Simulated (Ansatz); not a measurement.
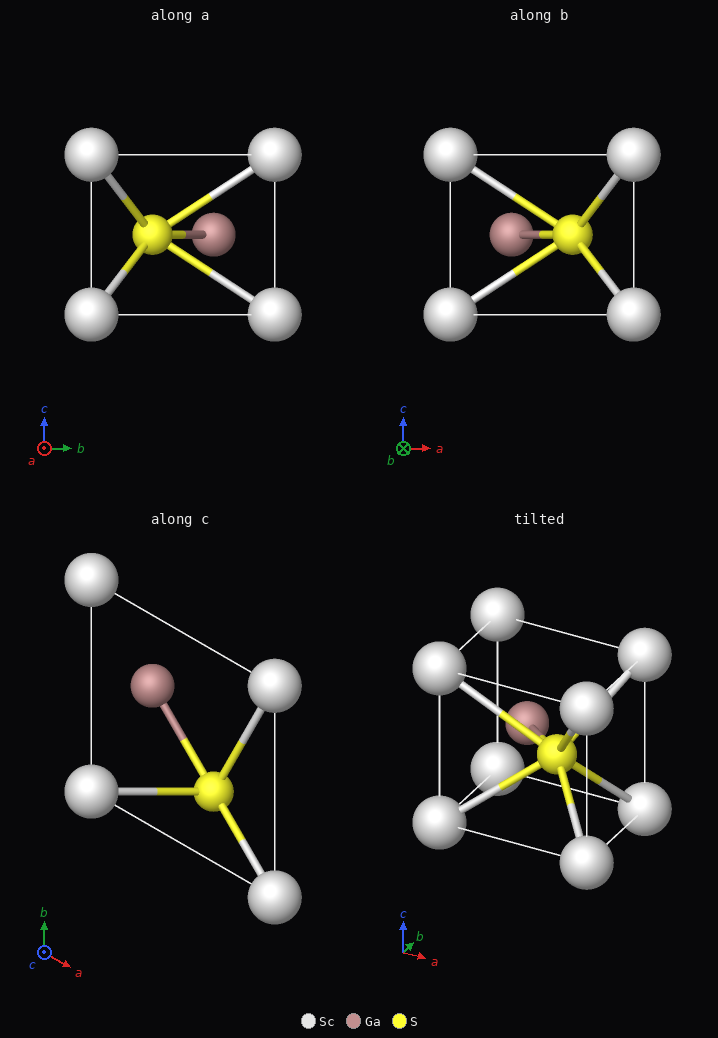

This ball-and-stick model is shown along the a axis, along the b axis, along the c axis and slightly off an axis. The conventional unit cell is outlined; an atom on or near a face, edge or corner is repeated at each equivalent position.

Lattice parameters: a = 4.3989 Å, b = 4.3989 Å, c = 3.3223 Å, α = 90.000°, β = 90.000°, γ = 120.000°.

Record the structure as a CIF in P1 with every atom of the cell.

```cif
data_structure
_symmetry_space_group_name_H-M 'P 1'
_symmetry_Int_Tables_number 1
_cell_length_a 4.3989
_cell_length_b 4.3989
_cell_length_c 3.3223
_cell_angle_alpha 90.000
_cell_angle_beta 90.000
_cell_angle_gamma 120.000
_cell_volume 55.67
loop_
_atom_site_label
_atom_site_type_symbol
_atom_site_fract_x
_atom_site_fract_y
_atom_site_fract_z
_atom_site_occupancy
Sc1 Sc 0.0000 0.0000 0.0000 1
Ga1 Ga 0.3333 0.6667 0.5000 1
S1 S 0.6667 0.3333 0.5000 1
```

The model was built from a structure type filled with these elements by a generator (whether the compound takes this form wasn't checked). It is drawn as it came out of a relaxation with DFT PBE, scalar-relativistic, plane waves, PAW (Ansatz).
